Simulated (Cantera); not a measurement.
A closed system holds: 1 mol PbO, 2.7 mol CH4, 6.8 mol H2, 15 mol CO, held at 1.80 bar.

Equilibrium computed with Cantera from the NASA thermochemical tables; the gas is ideal and each condensed phase is pure. Candidate condensed phases: C, C6H6, C7H8, C8H18, H2O, Pb, PbO, PbO2, Pb3O4; 113 gas species. The numbers say what is thermodynamically allowed, not how fast it happens.

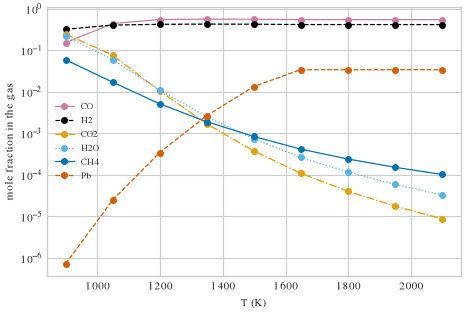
Figure: Equilibrium gas composition (values under 1e-9 drawn at 1e-9)

From 898 K to 1498 K the condensed part is C(graphite) + Pb(l). From 1648 K to 2098 K the condensed part is C(graphite). The main Pb-bearing gas is Pb throughout.
